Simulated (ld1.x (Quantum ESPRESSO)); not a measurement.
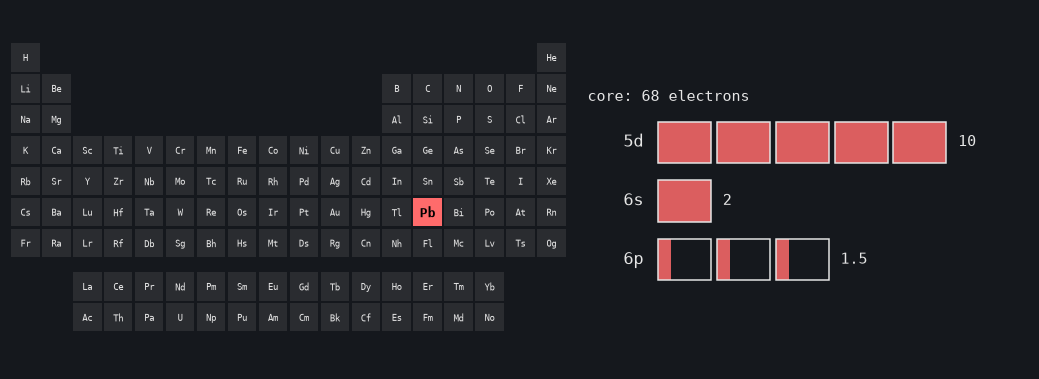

Left, the place of lead in the periodic table; right, the valence shells of the reference configuration: a box for each of the 2l + 1 orbitals, shaded by the share of the shell that is filled, with the electron count at the right.

**Pseudopotential generation for Pb (part 1 of 2)**

Lead (Pb, Z = 82), core [Xe] 4f14, reference valence 5d10 6s2 6p1.5 (an ion of charge +0.5), valence charge 14. Computed at this level: TM potential, LDA (PZ), scalar-relativistic, made with ld1.x (Quantum ESPRESSO) 7.5.

### Results in brief

- outcome: generated
- cutoffs needed: 55 Ry and 90 Ry (the cutoffs, on a coarse ladder, from which the occupation-weighted sum of valence levels, in a spherical-Bessel basis at the reference potential, stays within 10 and 1 mRy of its value at 400 Ry); ghost states and empty shells don't enter this sum
- ghost test: no ghost state below the valence levels in the p, d, s, f channels (spherical-Bessel basis up to 400 Ry, 20 bohr box)
- largest excitation error: -37 meV (all-electron minus pseudo) for 5d10 6s1 6p0, out of 7 test configurations
- range over which the phases arctan(r u′/u) at the test radius agree within 0.05 rad (a looser test near the poles than one of phase shifts): s: up to about 2.7 Ry; p: up to about 3.5 Ry; d: up to about 0.6 Ry
- hardware: 1 CPU thread, shared host
- wall time: 1.7 s

### The input
```
 &input
   title='Pb', zed=82., rel=1, dft='PZ', iswitch=3,
   config='[Xe] 4f14 5d10 6s2 6p1.5',
   nld=3, rlderiv=2.50, eminld=-4.0, emaxld=5.0, deld=0.02
 /
 &inputp
   pseudotype=2, tm=.true., lloc=0,
   nlcc=.true., new_core_ps=.true., rcore=1.05,
   file_pseudopw='Pb.UPF', file_wfcaegen='ae.wfc', file_wfcncgen='nc.wfc', file_beta='beta', file_chi='chi'
 /
3
6P  2  1   1.50   0.00  2.30  2.30  0.0
5D  3  2  10.00   0.00  1.65  1.65  0.0
6S  1  0   2.00   0.00  2.00  2.00  0.0
 &test
   configts(1)='5d10 6s2 6p1.5'
 /
```

### Input of the test run
```
 &input
   title='Pb', zed=82., rel=1, dft='PZ', iswitch=2,
   config='[Xe] 4f14 5d10 6s2 6p1.5'
 /
 &test
   file_pseudo='Pb.UPF', nconf=10,
   configts(1)='5d10 6s2 6p1.5',
   configts(2)='5d10 6s2 6p2',
   configts(3)='5d10 6s2 6p1',
   configts(4)='5d10 6s2 6p0',
   configts(5)='5d10 6s0 6p4',
   configts(6)='5d10 6s1 6p0',
   configts(7)='5d10 6s2 6p2.3',
   configts(8)='5d10 6s1 6p3',
   configts(9)='5d10 6s2 6p1.5', lsdts(9)=1,
   configts(10)='5d10 6s2 6p2', lsdts(10)=1
 /
```

Launched with:
```bash
ld1.x < Pb.in > Pb.out
```

### Log
```
     Program LD1 v.7.5
     --------------------------- All-electron run ----------------------------

     Pb
     scalar relativistic calculation

     atomic number is 82.00
     dft =PZ   lsd =0 sic =0 latt =0  beta=0.20 tr2=1.0E-14
     Exchange-correlation= PZ
                           (   1   1   0   0   0   0   0)
     mesh =1281 r(mesh) =  98.81810 a.u. xmin = -7.00 dx = 0.01250
     1 Ry =  13.60569312 eV, c = 137.03599908

     n l     nl                  e(Ry)          e(Ha)          e(eV)
     1 0     1S 1( 2.00)     -6473.2474     -3236.6237    -88073.0180
     2 0     2S 1( 2.00)     -1158.1277      -579.0638    -15757.1299
     2 1     2P 1( 6.00)      -993.6718      -496.8359    -13519.5930
     3 0     3S 1( 2.00)      -278.1903      -139.0951     -3784.9715
     3 1     3P 1( 6.00)      -231.0510      -115.5255     -3143.6097
     4 0     4S 1( 2.00)       -63.1364       -31.5682      -859.0151
     4 1     4P 1( 6.00)       -47.6869       -23.8434      -648.8130
     3 2     3D 1(10.00)      -182.9345       -91.4672     -2488.9502
     5 0     5S 1( 2.00)       -10.8857        -5.4428      -148.1070
     5 1     5P 1( 6.00)        -6.5886        -3.2943       -89.6421
     4 2     4D 1(10.00)       -29.8135       -14.9068      -405.6336
     4 3     4F 1(14.00)       -10.0652        -5.0326      -136.9443
     5 2     5D 1(10.00)        -1.8344        -0.9172       -24.9588
     6 0     6S 1( 2.00)        -1.1611        -0.5806       -15.7977
     6 1     6P 1( 1.50)        -0.4989        -0.2494        -6.7879

     final scf error:  4.2E-15 reached in  26 iterations

     Etot =  -41741.208388 Ry,  -20870.604194 Ha, -567918.071914 eV

     Ekin =   47183.509030 Ry,   23591.754515 Ha,  641964.344322 eV
     Encl = -104230.561900 Ry,  -52115.280950 Ha,-1418129.039247 eV
     Eh   =   16056.107277 Ry,    8028.053639 Ha,  218454.468363 eV
     Exc  =    -750.262795 Ry,    -375.131398 Ha,  -10207.845352 eV

     normalization and overlap integrals

     s(1S/1S) =  1.000000  <r> =   0.0161  <r2> =    0.0004  r(max) =   0.0099
     s(2S/2S) =  1.000000  <r> =   0.0676  <r2> =    0.0054  r(max) =   0.0575
     s(2P/2P) =  1.000000  <r> =   0.0615  <r2> =    0.0046  r(max) =   0.0476
     s(3S/3S) =  1.000000  <r> =   0.1746  <r2> =    0.0349  r(max) =   0.1622
     s(3P/3P) =  1.000000  <r> =   0.1766  <r2> =    0.0362  r(max) =   0.1622
     s(4S/4S) =  1.000000  <r> =   0.3845  <r2> =    0.1668  r(max) =   0.3609
     s(4P/4P) =  1.000000  <r> =   0.4103  <r2> =    0.1912  r(max) =   0.3842
     s(3D/3D) =  1.000000  <r> =   0.1600  <r2> =    0.0299  r(max) =   0.1311
     s(5S/5S) =  1.000000  <r> =   0.8524  <r2> =    0.8144  r(max) =   0.7833
     s(5P/5P) =  1.000000  <r> =   0.9763  <r2> =    1.0758  r(max) =   0.8766
     s(4D/4D) =  1.000000  <r> =   0.4312  <r2> =    0.2146  r(max) =   0.3890
     s(4F/4F) =  1.000000  <r> =   0.4539  <r2> =    0.2468  r(max) =   0.3476
     s(5D/5D) =  1.000000  <r> =   1.3047  <r2> =    1.9843  r(max) =   1.0707
     s(6S/6S) =  1.000000  <r> =   2.2740  <r2> =    5.8560  r(max) =   1.9509
     s(6P/6P) =  1.000000  <r> =   3.1399  <r2> =   11.3297  r(max) =   2.5684

     ------------------------ End of All-electron run ------------------------

     --------------------- Generating NC pseudopotential ---------------------

      Generating local pot.: lloc=0, matching radius rcloc =   2.0000

      Computing core charge for nlcc:

       r > 1.06 : true rho core
      Core charge pseudized with two Bessel functions
      Integrated core pseudo-charge :  17.87

      Wfc   6P  rcut= 2.324  Using Troullier-Martins method

      Wfc   5D  rcut= 1.638  Using Troullier-Martins method

     ------------------- End of pseudopotential generation -------------------

     --------------------------- All-electron run ----------------------------

     Pb
     scalar relativistic calculation

     atomic number is 82.00
     dft =PZ   lsd =0 sic =0 latt =0  beta=0.20 tr2=1.0E-14
     Exchange-correlation= PZ
                           (   1   1   0   0   0   0   0)
     mesh =1281 r(mesh) =  98.81810 a.u. xmin = -7.00 dx = 0.01250
     1 Ry =  13.60569312 eV, c = 137.03599908

     n l     nl                  e(Ry)          e(Ha)          e(eV)
     1 0     1S 1( 2.00)     -6473.2474     -3236.6237    -88073.0180
     2 0     2S 1( 2.00)     -1158.1277      -579.0638    -15757.1299
     2 1     2P 1( 6.00)      -993.6718      -496.8359    -13519.5930
     3 0     3S 1( 2.00)      -278.1903      -139.0951     -3784.9715
     3 1     3P 1( 6.00)      -231.0510      -115.5255     -3143.6097
     4 0     4S 1( 2.00)       -63.1364       -31.5682      -859.0151
     4 1     4P 1( 6.00)       -47.6869       -23.8434      -648.8130
     3 2     3D 1(10.00)      -182.9345       -91.4672     -2488.9502
     5 0     5S 1( 2.00)       -10.8857        -5.4428      -148.1070
     5 1     5P 1( 6.00)        -6.5886        -3.2943       -89.6421
     4 2     4D 1(10.00)       -29.8135       -14.9068      -405.6336
     4 3     4F 1(14.00)       -10.0652        -5.0326      -136.9443
     5 2     5D 1(10.00)        -1.8344        -0.9172       -24.9588
     6 0     6S 1( 2.00)        -1.1611        -0.5806       -15.7977
     6 1     6P 1( 1.50)        -0.4989        -0.2494        -6.7879

     final scf error:  4.2E-15 reached in  26 iterations

     Etot =  -41741.208388 Ry,  -20870.604194 Ha, -567918.071914 eV

     Ekin =   47183.509030 Ry,   23591.754515 Ha,  641964.344322 eV
     Encl = -104230.561900 Ry,  -52115.280950 Ha,-1418129.039247 eV
     Eh   =   16056.107277 Ry,    8028.053639 Ha,  218454.468363 eV
     Exc  =    -750.262795 Ry,    -375.131398 Ha,  -10207.845352 eV

     normalization and overlap integrals

     s(1S/1S) =  1.000000  <r> =   0.0161  <r2> =    0.0004  r(max) =   0.0099
     s(2S/2S) =  1.000000  <r> =   0.0676  <r2> =    0.0054  r(max) =   0.0575
     s(2P/2P) =  1.000000  <r> =   0.0615  <r2> =    0.0046  r(max) =   0.0476
     s(3S/3S) =  1.000000  <r> =   0.1746  <r2> =    0.0349  r(max) =   0.1622
     s(3P/3P) =  1.000000  <r> =   0.1766  <r2> =    0.0362  r(max) =   0.1622
     s(4S/4S) =  1.000000  <r> =   0.3845  <r2> =    0.1668  r(max) =   0.3609
     s(4P/4P) =  1.000000  <r> =   0.4103  <r2> =    0.1912  r(max) =   0.3842
     s(3D/3D) =  1.000000  <r> =   0.1600  <r2> =    0.0299  r(max) =   0.1311
     s(5S/5S) =  1.000000  <r> =   0.8524  <r2> =    0.8144  r(max) =   0.7833
     s(5P/5P) =  1.000000  <r> =   0.9763  <r2> =    1.0758  r(max) =   0.8766
     s(4D/4D) =  1.000000  <r> =   0.4312  <r2> =    0.2146  r(max) =   0.3890
     s(4F/4F) =  1.000000  <r> =   0.4539  <r2> =    0.2468  r(max) =   0.3476
     s(5D/5D) =  1.000000  <r> =   1.3047  <r2> =    1.9843  r(max) =   1.0707
     s(6S/6S) =  1.000000  <r> =   2.2740  <r2> =    5.8560  r(max) =   1.9509
     s(6P/6P) =  1.000000  <r> =   3.1399  <r2> =   11.3297  r(max) =   2.5684

     ------------------------ End of All-electron run ------------------------

     Computing logarithmic derivative in   2.48942
     Computing logarithmic derivative in   2.48942
     Computing the partial wave expansion
       no projector for channel:   0
     R is outside the sphere for l=    1 j= 0.00
     R is outside the sphere for l=    2 j= 0.00

     ---------------------- Testing the pseudopotential ----------------------

     Pb
     scalar relativistic calculation

     atomic number is 82.00   valence charge is 14.00
     dft =PZ   lsd =0 sic =0 latt =0  beta=0.20 tr2=1.0E-14
     mesh =1281 r(mesh) =  98.81810 xmin = -7.00 dx = 0.01250

     n l     nl             e AE (Ry)        e PS (Ry)    De AE-PS (Ry)
     3 2     5D   1(10.00)       -1.83444       -1.83445        0.00001
     1 0     6S   1( 2.00)       -1.16111       -1.16111        0.00000
     2 1     6P   1( 1.50)       -0.49890       -0.49890       -0.00000

     eps = 6.4E-15  iter = 14

     Etot =  -41741.208388 Ry,  -20870.604194 Ha, -567918.071914 eV
     Etotps =  -163.509938 Ry,     -81.754969 Ha,   -2224.666035 eV

     Ekin =      71.645601 Ry,      35.822801 Ha,     974.788063 eV
     Encl =    -188.032911 Ry,     -94.016456 Ha,   -2558.318090 eV
     Ehrt =     102.546829 Ry,      51.273414 Ha,    1395.220682 eV
     Ecxc =     -62.820125 Ry,     -31.410062 Ha,    -854.711339 eV
     (Ecc =     -42.030428 Ry,     -21.015214 Ha,    -571.853106 eV)
     Epseu=     -86.849331 Ry,     -43.424666 Ha,   -1181.645351 eV

     ---------------------- End of pseudopotential test ----------------------
```

### Output of the test run (extracts)
```
     ---------------------- Testing the pseudopotential ----------------------

     Pb
     scalar relativistic calculation

     atomic number is 82.00   valence charge is 14.00
     dft =PZ   lsd =0 sic =0 latt =0  beta=0.20 tr2=1.0E-14
     mesh =1281 r(mesh) =  98.81810 xmin = -7.00 dx = 0.01250

     n l     nl             e AE (Ry)        e PS (Ry)    De AE-PS (Ry)
     3 2     5D   1(10.00)       -1.83444       -1.83445        0.00001
     1 0     6S   1( 2.00)       -1.16111       -1.16111        0.00000
     2 1     6P   1( 1.50)       -0.49890       -0.49890       -0.00000

     eps = 3.7E-15  iter = 14

     Etot =  -41741.208388 Ry,  -20870.604194 Ha, -567918.071912 eV
     Etotps =  -163.509938 Ry,     -81.754969 Ha,   -2224.666045 eV

     Ekin =      71.645600 Ry,      35.822800 Ha,     974.788050 eV
     Encl =    -188.032912 Ry,     -94.016456 Ha,   -2558.318094 eV
     Ehrt =     102.546829 Ry,      51.273414 Ha,    1395.220684 eV
     Ecxc =     -62.820125 Ry,     -31.410062 Ha,    -854.711339 eV
     (Ecc =     -42.030428 Ry,     -21.015214 Ha,    -571.853106 eV)
     Epseu=     -86.849331 Ry,     -43.424666 Ha,   -1181.645347 eV

     ---------------------- End of pseudopotential test ----------------------

     ---------------------- Testing the pseudopotential ----------------------

     Pb
     scalar relativistic calculation

     atomic number is 82.00   valence charge is 14.00
     dft =PZ   lsd =0 sic =0 latt =0  beta=0.20 tr2=1.0E-14
     mesh =1281 r(mesh) =  98.81810 xmin = -7.00 dx = 0.01250

     n l     nl             e AE (Ry)        e PS (Ry)    De AE-PS (Ry)
     3 2     5D   1(10.00)       -1.56456       -1.56585        0.00129
     1 0     6S   1( 2.00)       -0.90579       -0.90591        0.00012
     2 1     6P   1( 2.00)       -0.27270       -0.27272        0.00003

     eps = 7.7E-15  iter = 18

     Etot =  -41741.400205 Ry,  -20870.700103 Ha, -567920.681719 eV
     Etotps =  -163.701833 Ry,     -81.850917 Ha,   -2227.276904 eV
     dEtot_ae =      -0.191817 Ry
     dEtot_ps =      -0.191895 Ry,   Delta E=       0.000077 Ry

     Ekin =      71.696186 Ry,      35.848093 Ha,     975.476311 eV
     Encl =    -191.870548 Ry,     -95.935274 Ha,   -2610.531791 eV
     Ehrt =     106.197852 Ry,      53.098926 Ha,    1444.895387 eV
     Ecxc =     -63.009363 Ry,     -31.504682 Ha,    -857.286063 eV
     (Ecc =     -42.030428 Ry,     -21.015214 Ha,    -571.853106 eV)
     Epseu=     -86.715961 Ry,     -43.357980 Ha,   -1179.830749 eV

     ---------------------- End of pseudopotential test ----------------------

     ---------------------- Testing the pseudopotential ----------------------

     Pb
     scalar relativistic calculation

     atomic number is 82.00   valence charge is 14.00
     dft =PZ   lsd =0 sic =0 latt =0  beta=0.20 tr2=1.0E-14
     mesh =1281 r(mesh) =  98.81810 xmin = -7.00 dx = 0.01250

     n l     nl             e AE (Ry)        e PS (Ry)    De AE-PS (Ry)
     3 2     5D   1(10.00)       -2.13330       -2.13166       -0.00164
     1 0     6S   1( 2.00)       -1.43999       -1.43993       -0.00006
     2 1     6P   1( 1.00)       -0.74626       -0.74630        0.00004

     eps = 9.8E-15  iter = 14

     Etot =  -41740.898017 Ry,  -20870.449008 Ha, -567913.849094 eV
     Etotps =  -163.199414 Ry,     -81.599707 Ha,   -2220.441141 eV
     dEtot_ae =       0.310371 Ry
     dEtot_ps =       0.310525 Ry,   Delta E=      -0.000153 Ry

     Ekin =      71.582872 Ry,      35.791436 Ha,     973.934586 eV
     Encl =    -183.761445 Ry,     -91.880722 Ha,   -2500.201822 eV
     Ehrt =      98.641288 Ry,      49.320644 Ha,    1342.083093 eV
     Ecxc =     -62.608893 Ry,     -31.304446 Ha,    -851.837384 eV
     (Ecc =     -42.030428 Ry,     -21.015214 Ha,    -571.853106 eV)
     Epseu=     -87.053236 Ry,     -43.526618 Ha,   -1184.419613 eV

     ---------------------- End of pseudopotential test ----------------------

     ---------------------- Testing the pseudopotential ----------------------

     Pb
     scalar relativistic calculation

     atomic number is 82.00   valence charge is 14.00
     dft =PZ   lsd =0 sic =0 latt =0  beta=0.20 tr2=1.0E-14
     mesh =1281 r(mesh) =  98.81810 xmin = -7.00 dx = 0.01250

     n l     nl             e AE (Ry)        e PS (Ry)    De AE-PS (Ry)
     3 2     5D   1(10.00)       -2.79799       -2.79239       -0.00560  !
     1 0     6S   1( 2.00)       -2.04893       -2.04922        0.00029
     2 1     6P   1( 0.00)       -1.28584       -1.28658        0.00074

     eps = 3.6E-15  iter =  9

     Etot =  -41739.886521 Ry,  -20869.943261 Ha, -567900.086994 eV
     Etotps =  -162.187135 Ry,     -81.093568 Ha,   -2206.668394 eV
     dEtot_ae =       1.321867 Ry
     dEtot_ps =       1.322803 Ry,   Delta E=      -0.000936 Ry

     Ekin =      71.434734 Ry,      35.717367 Ha,     971.919068 eV
     Encl =    -174.193015 Ry,     -87.096507 Ha,   -2370.016704 eV
     Ehrt =      90.400291 Ry,      45.200145 Ha,    1229.958614 eV
     Ecxc =     -62.144896 Ry,     -31.072448 Ha,    -845.524388 eV
     (Ecc =     -42.030428 Ry,     -21.015214 Ha,    -571.853106 eV)
     Epseu=     -87.684249 Ry,     -43.842124 Ha,   -1193.004983 eV

     ---------------------- End of pseudopotential test ----------------------

     ---------------------- Testing the pseudopotential ----------------------

     Pb
     scalar relativistic calculation

     atomic number is 82.00   valence charge is 14.00
     dft =PZ   lsd =0 sic =0 latt =0  beta=0.20 tr2=1.0E-14
     mesh =1281 r(mesh) =  98.81810 xmin = -7.00 dx = 0.01250

     n l     nl             e AE (Ry)        e PS (Ry)    De AE-PS (Ry)
     3 2     5D   1(10.00)       -1.80342       -1.80866        0.00524  !
     1 0     6S   1( 0.00)       -1.06199       -1.06273        0.00074
     2 1     6P   1( 4.00)       -0.37114       -0.37077       -0.00037

     eps = 7.6E-15  iter = 13

     Etot =  -41740.074689 Ry,  -20870.037344 Ha, -567902.647145 eV
     Etotps =  -162.374912 Ry,     -81.187456 Ha,   -2209.223229 eV
     dEtot_ae =       1.133699 Ry
     dEtot_ps =       1.135026 Ry,   Delta E=      -0.001327 Ry

     Ekin =      72.906765 Ry,      36.453382 Ha,     991.947066 eV
     Encl =    -188.203604 Ry,     -94.101802 Ha,   -2560.640483 eV
     Ehrt =     103.226689 Ry,      51.613345 Ha,    1404.470656 eV
     Ecxc =     -62.684969 Ry,     -31.342485 Ha,    -852.872457 eV
     (Ecc =     -42.030428 Ry,     -21.015214 Ha,    -571.853106 eV)
     Epseu=     -87.619793 Ry,     -43.809896 Ha,   -1192.128011 eV

     ---------------------- End of pseudopotential test ----------------------

     ---------------------- Testing the pseudopotential ----------------------

     Pb
     scalar relativistic calculation

     atomic number is 82.00   valence charge is 14.00
     dft =PZ   lsd =0 sic =0 latt =0  beta=0.20 tr2=1.0E-14
     mesh =1281 r(mesh) =  98.81810 xmin = -7.00 dx = 0.01250

     n l     nl             e AE (Ry)        e PS (Ry)    De AE-PS (Ry)
     3 2     5D   1(10.00)       -3.65181       -3.64451       -0.00730  !
     1 0     6S   1( 1.00)       -2.79170       -2.79347        0.00177
     2 1     6P   1( 0.00)       -1.94238       -1.94480        0.00242

     eps = 1.2E-15  iter =  7

     Etot =  -41737.470051 Ry,  -20868.735026 Ha, -567867.209247 eV
     Etotps =  -159.768868 Ry,     -79.884434 Ha,   -2173.766190 eV
     dEtot_ae =       3.738337 Ry
     dEtot_ps =       3.741070 Ry,   Delta E=      -0.002733 Ry

     Ekin =      71.883473 Ry,      35.941737 Ha,     978.024480 eV
     Encl =    -161.764974 Ry,     -80.882487 Ha,   -2200.924601 eV
     Ehrt =      80.551176 Ry,      40.275588 Ha,    1095.954583 eV
     Ecxc =     -61.437833 Ry,     -30.718917 Ha,    -835.904306 eV
     (Ecc =     -42.030428 Ry,     -21.015214 Ha,    -571.853106 eV)
     Epseu=     -89.000710 Ry,     -44.500355 Ha,   -1210.916346 eV

     ---------------------- End of pseudopotential test ----------------------

     ---------------------- Testing the pseudopotential ----------------------

     Pb
     scalar relativistic calculation

     atomic number is 82.00   valence charge is 14.00
     dft =PZ   lsd =0 sic =0 latt =0  beta=0.20 tr2=1.0E-14
     mesh =1281 r(mesh) =  98.81810 xmin = -7.00 dx = 0.01250

     n l     nl             e AE (Ry)        e PS (Ry)    De AE-PS (Ry)
     3 2     5D   1(10.00)       -1.42027       -1.42210        0.00182
     1 0     6S   1( 2.00)       -0.76745       -0.76764        0.00019
     2 1     6P   1( 2.30)       -0.15011       -0.15015        0.00005

     eps = 8.9E-15  iter = 20

     Etot =  -41741.463313 Ry,  -20870.731656 Ha, -567921.540341 eV
     Etotps =  -163.764983 Ry,     -81.882492 Ha,   -2228.136103 eV
     dEtot_ae =      -0.254925 Ry
     dEtot_ps =      -0.255045 Ry,   Delta E=       0.000120 Ry

     Ekin =      71.718812 Ry,      35.859406 Ha,     975.784144 eV
     Encl =    -193.913128 Ry,     -96.956564 Ha,   -2638.322519 eV
     Ehrt =     108.206226 Ry,      54.103113 Ha,    1472.220704 eV
     Ecxc =     -63.108485 Ry,     -31.554242 Ha,    -858.634675 eV
     (Ecc =     -42.030428 Ry,     -21.015214 Ha,    -571.853106 eV)
     Epseu=     -86.668408 Ry,     -43.334204 Ha,   -1179.183757 eV

     ---------------------- End of pseudopotential test ----------------------
```

(Continued in part 2.)
